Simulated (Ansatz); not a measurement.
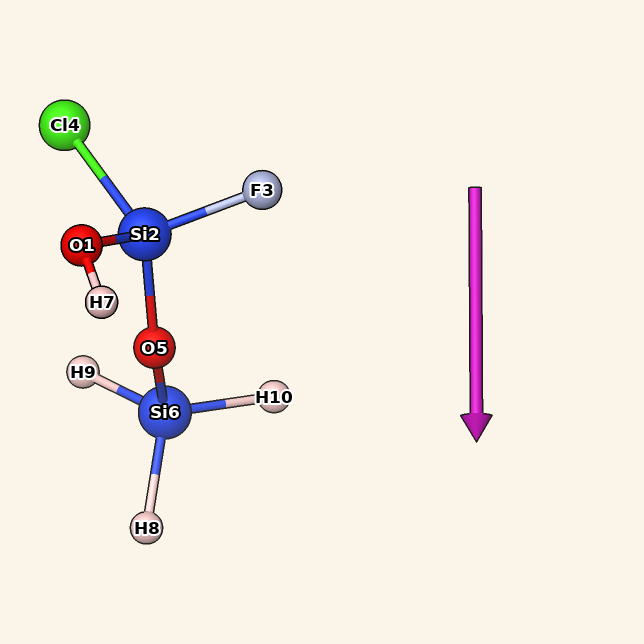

The arrow beside the molecule shows the direction of the dipole moment, from the negative to the positive end (its length means nothing). The computed structure is the end point of a PBE0-D4/def2-TZVP optimisation. No frequency run is at hand to confirm it as a minimum. Level of theory: RKS PBE-D4/def2-TZVPP (Ansatz 0.2.0).

> Estimate the dipole moment.

2.11 D; it points from the side of Cl4 to the side of H8 (the outermost atoms at the two ends).
